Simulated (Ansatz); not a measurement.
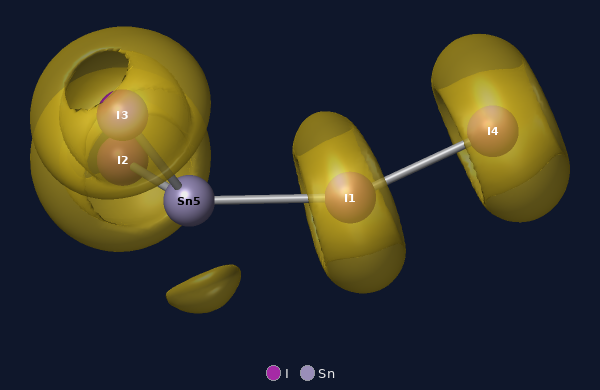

The picture shows: I4Sn. Isosurface of the electron localisation function at 0.75 (yellow), seen from one side. Only the valence region is drawn (cores and ρ < 0.01 e/Å³ removed).

Geometry: r2SCAN-D4/def2-SVP; core potentials replace the inner electrons of I and Sn.

All numbers below come from isolated molecule in a Gaussian basis; Kohn-Sham density functional theory, functional PBE0 (Ansatz).

```json
{"atom": "I", "x (Å)": "0.8034", "y (Å)": "-1.5775", "z (Å)": "-0.6689"}
{"atom": "I", "x (Å)": "-0.6401", "y (Å)": "0.6102", "z (Å)": "3.3074"}
{"atom": "I", "x (Å)": "0.0292", "y (Å)": "3.0952", "z (Å)": "-0.1597"}
{"atom": "I", "x (Å)": "-0.3829", "y (Å)": "-3.5617", "z (Å)": "-2.3189"}
{"atom": "Sn", "x (Å)": "0.8470", "y (Å)": "0.7769", "z (Å)": "1.0253"}
```

Q: What do the ELF domains correspond to?

A: At this value the surface marks out two rings or bowls of non-bonding electrons around I, one lobe on Sn, pointing away from the bonds (lone pairs) and two regions wrapped around I (the valence shell of each). Profiles from the grid: Sn–I (2.73 Å): the ELF peaks at about 0.70 in the valence shell of I, 1.2 Å from its nucleus, and drops to about 0.20 between the two atoms. I–I (2.84 Å): the ELF peaks at about 0.60 in the valence shell of I, 1.3 Å from its nucleus, and is about 0.55 at the midpoint.
